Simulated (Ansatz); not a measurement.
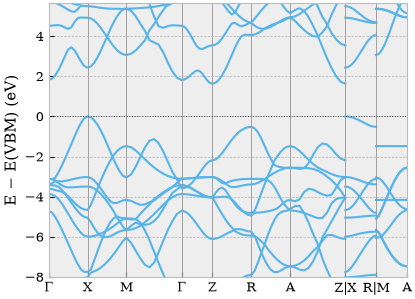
Figure: Band structure from plane-wave PAW LDA (Ansatz code)

Problem. Read off the gap and where the band edges lie.

Solution. About 1.6 eV (1.63 eV by a search for the band edges); maximum at X, minimum at Z.

Problem. Which compound is it?
A. LiTaO3, P4mm (Ta on 1b, Li on 1a, O on 1b, O on 2c)
B. SiGeO3, P4mm (Si on 1b, Ge on 1a, O on 2c, O on 1b)
C. SnO2, rutile
D. PbS, P4/nmm (Pb on 2c, S on 2a)

Solution. B, SiGeO3, P4mm (Si on 1b, Ge on 1a, O on 2c, O on 1b)

The start of the workflow was typed in or built on a structure type; neither database checked (COD, Materials Project) lists it. Its standing as an ambient phase is unchecked. Symmetry was held in the LDA relaxation. At this level the phase is dynamically unstable (imaginary phonons). A crystal of weakly bound units computed without a dispersion correction: the cell and the soft elastic constants depend strongly on that. Scalar-relativistic: spin–orbit coupling is off unless named, which matters more the heavier the elements.

Potentials: the earlier of the program's two PAW sets. The files were generated under PBE; for other functionals the program regenerates the frozen cores, and for LDA and PBEsol the local potential too.
